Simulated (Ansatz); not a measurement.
## Frozen-phonon scan for LiNbO3 (LiNbO3 type, space group R3c)

Starting cell, LiNbO₃ (LiNbO3 type, space group R3c):

```xyz
10
Lattice="2.5949 1.4982 4.6719 -2.5949 1.4982 4.6719 0.0000 -2.9963 4.6719" Properties=species:S:1:pos:R:3 pbc="T T T"
Li     0.0000     0.0000     9.8478
Li     0.0000     0.0000     2.8400
Nb     0.0000     0.0000    13.7893
Nb     0.0000     0.0000     6.7815
O     -0.6421     1.4586     8.2375
O      1.5842    -0.1732     8.2375
O     -0.9421    -1.2854     8.2375
O      1.0107     1.3250     5.9016
O      0.6421    -1.5378     5.9016
O     -1.6528     0.2128     5.9016
```

A phonon eigenvector at Γ is frozen into this cell: atom i moves by Q times the vector below, so Q is the largest atomic displacement, in Å. The cell is held.

```json
[
 {"atom": "Li1", "x": "0.000", "y": "0.000", "z": "1.000"},
 {"atom": "Li2", "x": "0.000", "y": "0.000", "z": "-1.000"},
 {"atom": "Nb3", "x": "0.000", "y": "0.000", "z": "-0.223"},
 {"atom": "Nb4", "x": "0.000", "y": "0.000", "z": "0.223"},
 {"atom": "O5", "x": "-0.109", "y": "0.029", "z": "-0.072"},
 {"atom": "O6", "x": "0.080", "y": "0.080", "z": "-0.072"},
 {"atom": "O7", "x": "0.029", "y": "-0.109", "z": "-0.072"},
 {"atom": "O8", "x": "0.080", "y": "-0.080", "z": "0.072"},
 {"atom": "O9", "x": "-0.109", "y": "-0.029", "z": "0.072"},
 {"atom": "O10", "x": "0.029", "y": "0.109", "z": "0.072"}
]
```

Method: PBE (plane waves to 420 eV, PAW, scalar-relativistic; Ansatz, a program for electronic structure). k mesh 8×8×8 (Γ-centred), Fermi-Dirac smearing 0.05 eV. Energies are smeared free energies. Compression counts positive. LiNbO3 is run without spin polarisation. LiNbO3 was relaxed with its symmetry unable to fall. The zero of ΔE is the undisplaced structure.

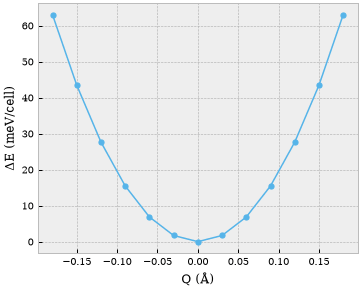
Fig. 1. ΔE (meV/cell) against Q (Å); one marker a computed point.

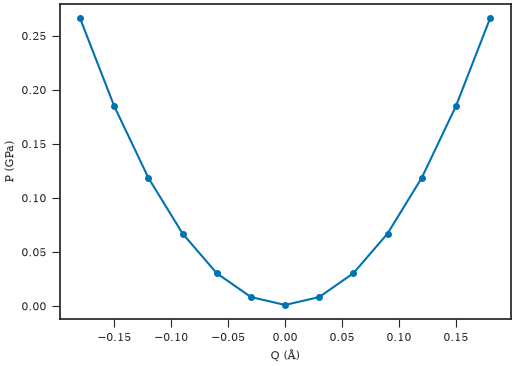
P (GPa) against Q (Å); markers are the computed points, lines only join them.

The energy at Q = 0.180 Å comes out as 63.0 meV/cell. Space group of the distorted cell: R3 (No. 146), lowered from R3c. Harmonic wavenumber from the curvature (finite differences): 204 cm⁻¹. Wavenumber by perturbation theory (DFPT, on another k mesh): 204 cm⁻¹. Shape of the curve: a single well with its minimum at or next to zero displacement.

E″ = 3.80 eV/Å², M = Σ mᵢ|uᵢ|² = 24.9 u, ν̃ = 521.5·√(|E″|/M).

(A displaced cell: forces are minus the slopes of the energy, force constants its curvatures, and phonons follow from these.)
